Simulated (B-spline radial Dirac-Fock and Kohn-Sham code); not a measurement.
**Inner shells of Er**

Wanted for atomic erbium: its X-ray form factor and Compton profile and the binding energy of each subshell.

The numbers are computed with B-spline radial Dirac-Fock and Kohn-Sham code (version 2): a free atom or ion on a radial basis; each step names its model.

**1. The atom as given**

The Er atom, 1s2 2s2 2p6 3s2 3p6 3d10 4s2 4p6 4d10 4f12 5s2 5p6 6s1 6p1 (an excited configuration).

```yaml
nuclear_charge: 68
electrons: 68
mass_number: 166
nuclear_rms_radius: 5.2516 fm
```

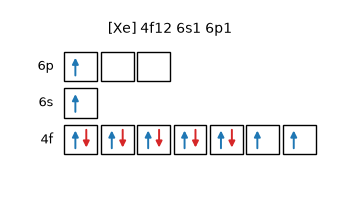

The shells outside the core; arrows follow Hund's rule for the drawing alone (heavy ions are jj-coupled), while the calculation averages over the configuration.

**2. Scattering by the electron cloud**

Model: Dirac-Fock average of configuration, finite nucleus; form factor of the spherical density, Waller-Hartree incoherent function, impulse-approximation Compton profiles.

The run's settings:

```ini
task = scatter
Z = 68
charge = 0
configuration = 1s2 2s2 2p6 3s2 3p6 3d10 4s2 4p6 4d10 4f12 5s2 5p6 6s1 6p1
mass_number = 166
rms_radius = 5.2516  # fm
s = [0.0, 0.07, 0.09, 0.11, 0.14, 0.17, 0.22, 0.27, 0.34, 0.42, 0.53, 0.66, 0.83, 1.04, 1.3, 1.62, 2.03, 2.54, 3.17, 3.97, 4.96, 6.21, 7.76]  # 1/A
pz = [0, 0.1, 0.2, 0.3, 0.4, 0.5, 0.6, 0.8, 1.0, 1.2, 1.4, 1.6, 1.8, 2.0, 2.5, 3.0, 4.0, 5.0, 7.0, 10.0, 15.0, 20.0, 30.0, 40.0, 60.0, 100.0]  # a.u.
photon_energy = [1000, 2000, 5000, 8047.8, 20000, 100000, 200000, 1000000]  # eV
```

From the run's result record (rounded, not every field):

```text
status: converged
form_factor [e]: [68.0, 65.411, 64.25, 63.061, 61.217, 59.281, 55.873, 52.386, 47.706, 42.933, 37.416, 32.111, 26.637, 21.774, 17.996, 15.182, 12.427, 9.4111, 6.8142, 5.2108, 4.2461, 3.2499, 2.2641]
incoherent: [-3.3507e-12, 3.0037, 4.0541, 5.0977, 6.6849, 8.2844, 10.868, 13.273, 16.375, 19.58, 23.372, 27.169, 31.478, 36.081, 40.969, 45.777, 50.104, 53.722, 56.857, 59.664, 62.034, 63.962, 65.339]
compton_total [1/a.u.]: [11.16, 10.885, 10.059, 9.0118, 8.1826, 7.6649, 7.3358, 6.817, 6.2725, 5.7319, 5.2562, 4.8688, 4.5635, 4.3208, 3.8552, 3.4413, 2.6223, 1.9444, 1.1649, 0.68517, 0.33439, 0.18069, 0.066447, 0.030138, 0.009163, 0.0016564]
shells: ["1s1/2", "2s1/2", "2p1/2", "2p3/2", "3s1/2", "3p1/2", "3p3/2", "3d3/2", "3d5/2", "4s1/2", "4p1/2", "4p3/2", "4d3/2", "4d5/2", "4f5/2", "4f7/2", "5s1/2", "5p1/2", "5p3/2", "6s1/2", "6p1/2", "6p3/2"]
occupation: [2.0, 2.0, 2.0, 4.0, 2.0, 2.0, 4.0, 4.0, 6.0, 2.0, 2.0, 4.0, 4.0, 6.0, 5.1429, 6.8571, 2.0, 2.0, 4.0, 1.0, 0.33333, 0.66667]
mean_momentum [a.u.]: [68.129, 24.319, 32.217, 29.159, 12.236, 14.617, 13.709, 16.46, 16.132, 6.1588, 6.8858, 6.4941, 7.02, 6.8767, 6.159, 6.058, 2.2416, 2.3061, 2.1191, 0.54924, 0.46823, 0.4455]
r2 [bohr^2]: 96.229
r_inverse [1/bohr]: 476.49
r1 [bohr]: 45.769
coherent [b]: [2919.2, 2660.8, 1885.0, 1334.7, 500.54, 43.93, 12.753, 0.58919]
incoherent_cross_section [b]: [1.3955, 3.2244, 8.2647, 12.188, 21.328, 29.056, 25.935, 14.251]
radial_jk:
  4f: {"j0": [1.0, 0.97075, 0.95246, 0.93043, 0.8914, 0.8467, 0.76399, 0.67665, 0.55593, 0.42976, 0.28629, 0.16299, 0.063712, 0.0049479, -0.01771, -0.017661, -0.0094905, -0.0029612, -0.00031182, 0.00018016, 0.00010805, 3.2262e-05, 5.6297e-06], "j2": [0.0, 0.011567, 0.018665, 0.027073, 0.041586, 0.057603, 0.085466, 0.11224, 0.14425, 0.17037, 0.1879, 0.18682, 0.1642, 0.12455, 0.079072, 0.040245, 0.014445, 0.00278, -0.00037674, -0.00050238, -0.00020036, -4.9269e-05, -7.2345e-06], "j4": [0.0, 9.7474e-05, 0.00025619, 0.00054531, 0.0013148, 0.0025901, 0.0060199, 0.011091, 0.020457, 0.033094, 0.050952, 0.069069, 0.08439, 0.090128, 0.083164, 0.065357, 0.042174, 0.021909, 0.0089946, 0.0027813, 0.00065163, 0.00010313, 6.6348e-06], "j6": [0.0, 9.194e-07, 3.9195e-06, 1.2181e-05, 4.568e-05, 0.00012662, 0.00045143, 0.0011392, 0.0029067, 0.0061605, 0.012443, 0.021414, 0.03329, 0.045076, 0.052992, 0.053615, 0.045834, 0.032515, 0.018929, 0.0088027, 0.0033388, 0.0010292, 0.0002671], "r2": 0.83185, "r4": 2.087, "r6": 13.391}
  6p: {"j0": [1.0, 0.21159, 0.048237, -0.027226, -0.045284, -0.024708, 0.0047593, 0.012255, 0.0076563, 0.0013571, -0.0015068, -0.00068874, 0.000706, 0.00081018, 0.00017632, -0.0001006, 6.6828e-05, 0.00016493, 6.8189e-05, -3.8034e-06, 1.6835e-05, 3.9292e-05, 2.8936e-05], "j2": [0.0, 0.22873, 0.21976, 0.17489, 0.094759, 0.03677, -0.002818, -0.0065522, 0.00035754, 0.0047741, 0.0042294, 0.0015122, -0.00021283, -0.00012987, 0.00039824, 0.00038443, 6.6274e-05, -2.7544e-05, 6.0007e-05, 7.8349e-05, 2.3164e-05, -3.1256e-06, 6.854e-06], "r2": 40.166, "r4": 2619.5, "r6": 259430.0}
```

Form factor and incoherent function, every second point:

```csv
s (1/Å),f (e),f / N,S(s)
0,68.00,1.000,0
0.0900,64.25,0.945,4.054
0.140,61.22,0.900,6.685
0.220,55.87,0.822,10.87
0.340,47.71,0.702,16.38
0.530,37.42,0.550,23.37
0.830,26.64,0.392,31.48
1.30,18.00,0.265,40.97
2.03,12.43,0.183,50.10
3.17,6.814,0.100,56.86
4.96,4.246,0.062,62.03
7.76,2.264,0.033,65.34
```

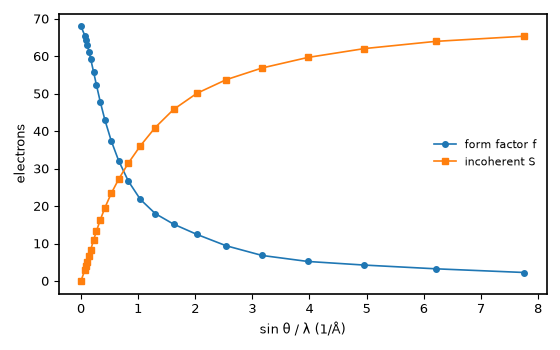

Form factor and incoherent scattering function.

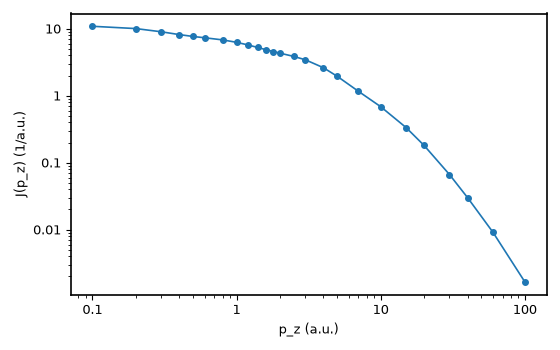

Compton profile, summed over all shells.

**3. Hole states by ΔSCF**

Model: Dirac-Fock average of configuration, Delta-SCF, finite nucleus, first-order Breit with its frequency dependence, self-energy and vacuum polarisation.

Recorded inputs:

```ini
task = binding
```

From the run's result record (rounded, not every field):

```text
status: converged
shells: ["K", "L1", "L2", "L3", "M1", "M2", "M3", "M4", "M5", "N1", "N2", "N3", "N4", "N5", "N6,7", "O1", "O2", "O3", "P1", "P2,3"]
total_energy_parts [Ha]: [-13092.1657, 14.3030454, -1.509361, -0.215659051, 10.1663613, -1.68186251]
koopmans [eV]: [57832.1, 9841.39, 9351.28, 8432.15, 2260.33, 2045.64, 1849.07, 1487.03, 1444.53, 473.369, 386.147, 341.554, 197.399, 189.094, 14.8863, 64.4895, 38.301, 32.6278, 6.67781, 3.28257]
dirac_coulomb [eV]: [57747.2, 9790.21, 9295.96, 8379.26, 2230.54, 2015.03, 1819.68, 1455.33, 1413.3, 459.951, 373.076, 329.44, 186.024, 178.07, 6.77573, "-", 35.6855, 30.2992, 6.40082, 3.22038]
gaunt [eV]: [-190.196, -20.0031, -34.7115, -24.2665, -3.45255, -6.21636, -4.11053, -2.53801, -1.65419, -0.699581, -1.25088, -0.759118, -0.318864, -0.143617, 0.129637, "-", -0.125597, -0.0615427, -0.0027285, -0.00282158]
retardation [eV]: [14.2357, 1.59487, 3.80632, 3.79784, 0.255874, 0.664324, 0.667197, 0.236102, 0.230375, 0.0592563, 0.1438, 0.139964, 0.0334602, 0.0323864, -0.0206083, "-", 0.0138962, 0.0129147, -0.000114486, 0.0005445]
breit_frequency [eV]: [2.63142, -0.228045, -0.0104596, 1.1517, -0.0591481, -0.0551189, 0.223481, -0.0261709, -0.00281603, -0.0142455, -0.0147562, 0.0489123, -0.00662997, -0.0016779, -0.00283738, "-", -0.00262611, 0.00529102, -0.000368427, 0.00015681]
self_energy [eV]: [-109.091, -15.0772, 0.240916, -0.948532, -3.39163, -0.00578655, -0.230309, 0.255636, 0.136465, -0.79061, 0.00889142, -0.0405788, 0.0582581, 0.0353641, 0.0291548, "-", 0.00971884, 0.00417955, -0.00853964, 0.00147404]
vacuum_polarisation [eV]: [18.9227, 2.44011, 0.0542281, -0.0977614, 0.531352, 0.011825, -0.0258352, -0.0273554, -0.0262374, 0.12412, 0.00166752, -0.00708065, -0.00660739, -0.00637312, -0.00353022, "-", -0.000929489, -0.0020709, 0.00139983, -0.000268763]
binding [eV]: [57483.7, 9758.93, 9265.34, 8358.9, 2224.42, 2009.42, 1816.21, 1453.23, 1411.98, 458.63, 371.965, 328.822, 185.784, 177.986, 6.90755, "-", 35.5799, 30.258, 6.39047, 3.21947]
mean_radius [bohr]: [0.0203678, 0.0858251, 0.0715535, 0.0787883, 0.224219, 0.214326, 0.227794, 0.201158, 0.205349, 0.508747, 0.518842, 0.548526, 0.579616, 0.590779, 0.798864, 1.28016, 1.43772, 1.54501, 4.11485, 6.03765]
```

total_energy_parts: Dirac-Coulomb, Gaunt, retardation, frequency dependence, self-energy, vacuum polarisation. Blank entries are hole states that did not converge, or in which two open shells of one symmetry are about equally filled, where the average of configuration falls too low.

Each level as Koopmans' value plus corrections (eV):

```csv
level,-ε,relaxation,Breit,QED,binding
K,57832.1,-84.96,-173.33,-90.17,57483.7
L1,9841.4,-51.19,-18.64,-12.64,9758.9
L2,9351.3,-55.33,-30.92,0.30,9265.3
L3,8432.1,-52.89,-19.32,-1.05,8358.9
M1,2260.3,-29.79,-3.26,-2.86,2224.4
M2,2045.6,-30.62,-5.61,0.01,2009.4
M3,1849.1,-29.39,-3.22,-0.26,1816.2
M4,1487.0,-31.69,-2.33,0.23,1453.2
M5,1444.5,-31.24,-1.43,0.11,1412.0
N1,473.4,-13.42,-0.65,-0.67,458.6
N2,386.1,-13.07,-1.12,0.01,372.0
N3,341.6,-12.11,-0.57,-0.05,328.8
N4,197.4,-11.37,-0.29,0.05,185.8
N5,189.1,-11.02,-0.11,0.03,178.0
"N6,7",14.89,-8.11,0.11,0.03,6.91
O2,38.30,-2.62,-0.11,0.01,35.58
O3,32.63,-2.33,-0.04,0.00,30.26
P1,6.68,-0.28,0.00,-0.01,6.39
"P2,3",3.28,-0.06,0.00,0.00,3.22
```

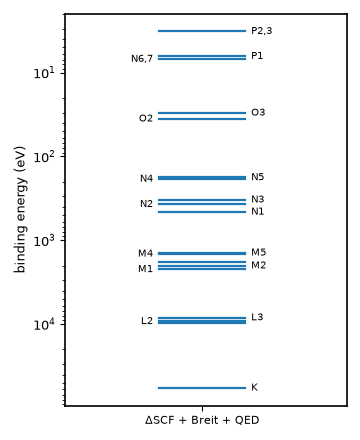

The levels on a logarithmic scale.

Line energies follow by subtraction:

```csv
line,energy (eV)
Kβ2' (K-N3),57154.9
Kβ2'' (K-N2),57111.7
Kβ1 (K-M3),55667.5
Kβ3 (K-M2),55474.3
Kα1 (K-L3),49124.8
Kα2 (K-L2),48218.3
Lγ4 (L1-O3),9728.7
Lγ3 (L1-N3),9430.1
Lγ2 (L1-N2),9387.0
Lγ1 (L2-N4),9079.6
Lγ5 (L2-N1),8806.7
Lβ2 (L3-N5),8180.9
Lβ15 (L3-N4),8173.1
Lβ3 (L1-M3),7942.7
```

**4. What came out**

| quantity | value |
| --- | --- |
| rms radius of the electron cloud | 1.19 bohr |
| form factor halves at | 0.61 1/Å |
| Compton profile at zero | 11.16 1/a.u. |
| deepest level listed, K (1s) | 57483.7 eV |
| least bound, P2,3 (6p) | 3.22 eV |
| Kα1 | 49124.8 eV |

**Reading.** f falls from 68 to half of that at s = 0.61 1/Å. Incoherent scattering outweighs coherent from 200 keV on, among the energies asked. For K (1s), relaxation takes off 85.0 eV, Breit terms shift it by -173.33 and QED by -90.17 eV. The Hartree-Fock and Dirac-Fock values hold no electron correlation.
